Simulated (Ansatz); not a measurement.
```
CELL_PARAMETERS angstrom
5.64002 0.00000 0.00000
0.00000 0.00000 -5.64002
0.00000 5.64002 0.00000
ATOMIC_POSITIONS crystal
Bi 0.75000 0.75000 0.25000
Bi 0.25000 0.75000 0.75000
Bi 0.25000 0.25000 0.25000
Bi 0.75000 0.25000 0.75000
H 0.14511 0.85489 0.35489
H 0.64511 0.85489 0.85489
H 0.64511 0.35489 0.35489
H 0.14511 0.35489 0.85489
H 0.35489 0.64511 0.35489
H 0.85489 0.64511 0.85489
H 0.85489 0.14511 0.35489
H 0.35489 0.14511 0.85489
H 0.35489 0.85489 0.14511
H 0.85489 0.85489 0.64511
H 0.85489 0.35489 0.14511
H 0.35489 0.35489 0.64511
H 0.14511 0.64511 0.14511
H 0.64511 0.64511 0.64511
H 0.64511 0.14511 0.14511
H 0.14511 0.14511 0.64511
```

Space group F-43m; a structure generated by program, which may or may not match a known phase; computed without spin polarisation.

Computed with Ansatz 0.2.0, DFT PBE, scalar-relativistic, plane waves, PAW.

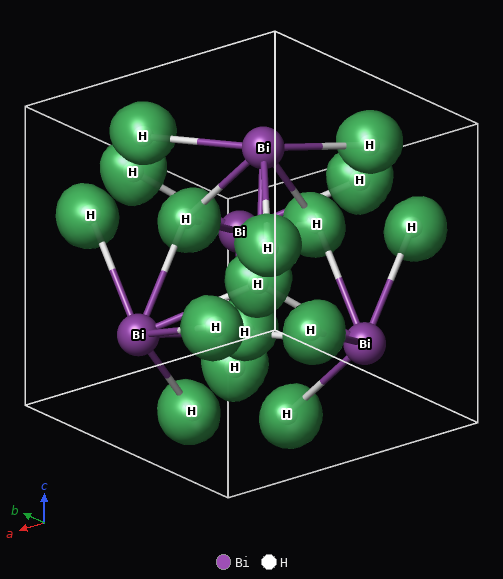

BiH$_{4}$. Isosurface of the electron localisation function at 0.8 (green), seen at an oblique angle. Only the valence region is drawn (cores and ρ < 0.01 e/Å³ removed). Sticks mark near contacts.

Core electrons are frozen (PAW), and the valence fields are smoothed inside the atomic spheres.

Question: Describe the localisation domains.

Answer: At this value the surface marks out 16 regions around hydrogen nuclei, counted in one cell of 20 atoms. Any copies at cell faces, edges or corners count once.

Values along the shortest contacts:
Bi–H (2.38 Å): the ELF climbs to about 1 towards the hydrogen.

Question: Which way does charge flow, and how much by Bader's partition?

Answer: Electrons move from Bi towards H. Bader charges: Bi +0.81 and H −0.20 e.
